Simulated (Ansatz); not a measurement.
# GaH3+ (doublet): B3LYP, r2SCAN0, wB97M-V over a scan of the angle H3–Ga1–H4, aug-cc-pVDZ

How well do these functionals follow the top wave-function level for GaH3+ (doublet) over a scan of the angle H3–Ga1–H4?

Program: Ansatz 0.2.0, Gaussian basis. Level of theory: aug-cc-pVDZ, all electrons in the functionals. These are calculated values, not measurements.

Plan: B3LYP, r2SCAN0, wB97M-V, at 67.9°; 91.6°; 102.3°; 125.4°; 143.7°; 160.8°; 170.9°; 180.0°.

21 further runs of the same task are left out: 7 for a known fault of the program, 10 that didn't finish, 4 set aside as unsound or not needed.

### Step 1. What is computed

The geometry derives from a PBE0/def2-TZVP stationary point (not a proven minimum). One angle is set to the value named; bond lengths are kept. No spin-orbit coupling is included. The filled d shell of Ga may be among the frozen orbitals whatever the setting's name suggests; the logs give the count.

4 atoms, charge 1, spin multiplicity 2.

Atoms are counted from 1 here; the program's logs count them from 0.

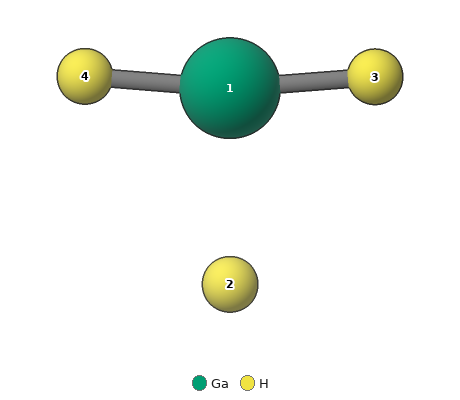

The geometry (gallium teal, hydrogen yellow); atoms are numbered from 1 in the order of the file.

No dispersion term is added; wB97M-V holds VV10 nonlocal correlation. B3LYP takes the VWN-RPA correlation.

The geometry shown and the zero of energy belong to the point 170.9°. The yardstick, FCI, and other wave-function levels (R restricted, U unrestricted, valence and pair active spaces) come from earlier runs.

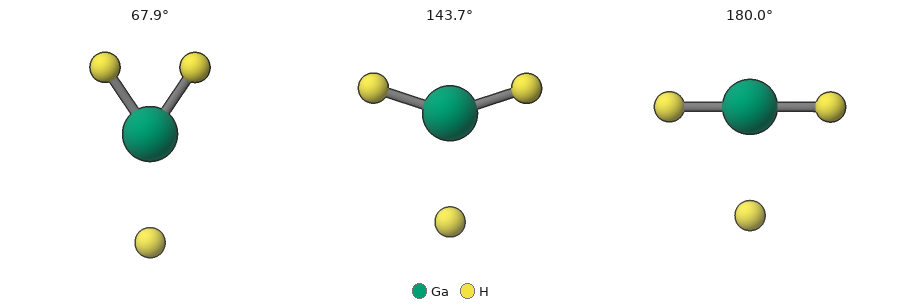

Three points of the scan; sticks are drawn by distance.

### Step 2. B3LYP, 67.9°

Contents of in.yaml:

```yaml
crystal:
  periodic: [false, false, false]
  atoms:
    - {symbol: Ga, position_ang: [0.000000, -0.006500, 0.000000]}
    - {symbol: H, position_ang: [0.000000, -2.079091, 0.000000]}
    - {symbol: H, position_ang: [0.000000, 1.264369, -0.855599]}
    - {symbol: H, position_ang: [0.000000, 1.264369, 0.855599]}
basis:
  gaussian: {orbitals: aug-cc-pVDZ}
total_charge: 1
magnetization: {spin_polarized: true, initial_magnetization: 1}
hamiltonian: {xc: {name: B3LYP}}
```

The run is started by

```sh
$ ansatz run in.yaml --threads 1 --pin off --events-out ev --progress --plain --max-ram 2393MiB
```

After this run come: B3LYP, 91.6°; B3LYP, 102.3°; B3LYP, 125.4°; B3LYP, 143.7°; B3LYP, 160.8°; B3LYP, 170.9°; B3LYP, 180.0°; r2SCAN0, 67.9°; r2SCAN0, 91.6°; r2SCAN0, 102.3°; r2SCAN0, 125.4°; r2SCAN0, 143.7°; r2SCAN0, 160.8°; r2SCAN0, 170.9°; r2SCAN0, 180.0°; wB97M-V, 67.9°; wB97M-V, 91.6°; wB97M-V, 102.3°; wB97M-V, 125.4°; wB97M-V, 143.7°; wB97M-V, 160.8°; wB97M-V, 170.9°; wB97M-V, 180.0°.

Before running them: what should the planned runs give, taken together? Wanted: span of the FCI curve; largest miss, B3LYP; largest miss, r2SCAN0; largest miss, wB97M-V.

As calculated:

| quantity | value |
| --- | --- |
| span of the FCI curve | 39.1 kcal/mol |
| largest miss, B3LYP | -2.0 kcal/mol (91.6°) |
| largest miss, r2SCAN0 | +1.5 kcal/mol (102.3°) |
| largest miss, wB97M-V | +1.3 kcal/mol (67.9°) |

**Reading.** Of the functionals, wB97M-V keep the smallest largest miss at the points compared (at most 1.3 kcal/mol) and B3LYP strays most (2.0 kcal/mol, at 91.6°). Functionals and the yardstick converge differently with the basis, so part of each miss in aug-cc-pVDZ is the basis.
